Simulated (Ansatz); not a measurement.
**C₂H₆AlN (SMILES C[CH]1[NH][AlH]1): density, localisation and related maps**

```xyz
10

C    -1.0491    0.5948   -0.2821
C    -0.1775   -0.5410   -0.0103
N     0.5207   -0.3632    1.2427
Al    1.7682   -0.2445   -0.3143
H    -1.3412    0.6533   -1.3937
H    -2.0380    0.5313    0.2814
H    -0.6065    1.6116   -0.0065
H    -0.5723   -1.5363   -0.1378
H     0.7464   -1.2897    1.7108
H     2.8325    0.5325   -1.0873
```

The fields and orbitals are those of the mean-field reference, not of the correlated method.

All numbers below come from SCF B2GP-PLYP, Gaussian basis (Ansatz 0.2.0).

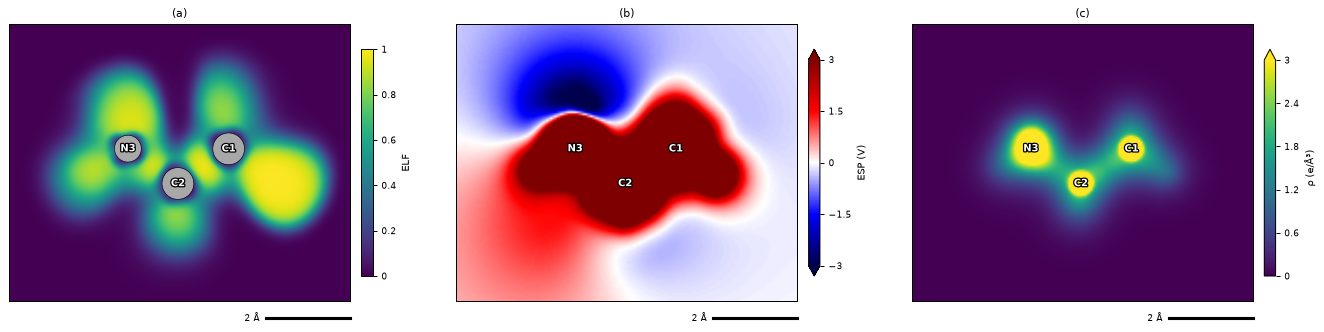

Figure 1. (a) ELF; (b) molecular electrostatic potential; (c) total electron density on the plane of atoms C1, C2 and N3. Grey discs cover the atomic cores in the ELF map.

What does the map show?

Answer.
- The plane passes through C and N nuclei.
- C–N (1.45 Å): ρ is about 2 e/Å³ halfway; the ELF peaks at about 0.90 between the atoms, as expected for a shared electron pair.
- C–C (1.46 Å): ρ is about 2 e/Å³ halfway; the ELF peaks at about 0.95 between the atoms (localised, covalent bonding).
- The ELF also peaks beside N3, away from the bonds: lone-pair regions.
- Outside the dense part of the molecule the potential is most negative (−3.5 V) near N3.

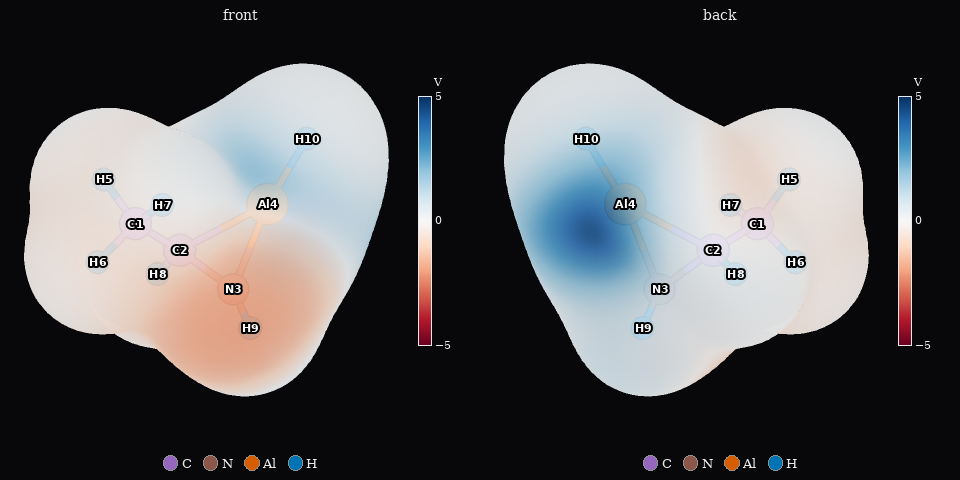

Figure 2. The molecular electrostatic potential painted on the density surface at 0.001 e/bohr³, seen from the front and from behind; red is negative and blue positive.

Which sites attract a positive test charge, and which a negative one?

Answer. A positive charge is drawn to the negative regions and a negative charge to the positive ones. The most negative region (about −2.0 V) lies over N3, the most positive (about +4.1 V) over Al4. N3 is the likeliest acceptor of a hydrogen bond.

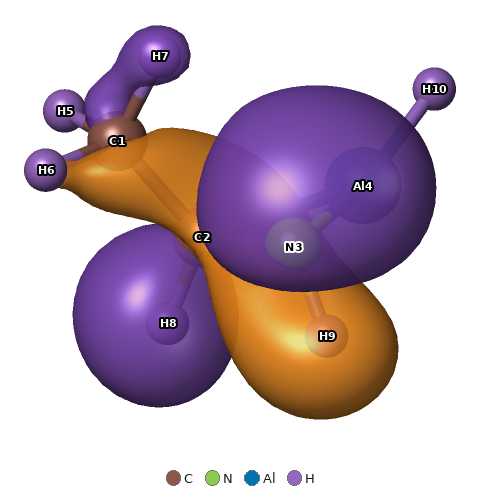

Figure 3. The HOMO−1 at ±0.08 Å⁻³ᐟ² (orange and purple are the two phases), seen at a tilt.

What is the character of this orbital?

Answer. It lies mainly on N3 (about 60 %), C2 (about 15 %), H8 (about 10 %) and H9 (about 5 %). Its energy is −9.43 eV.
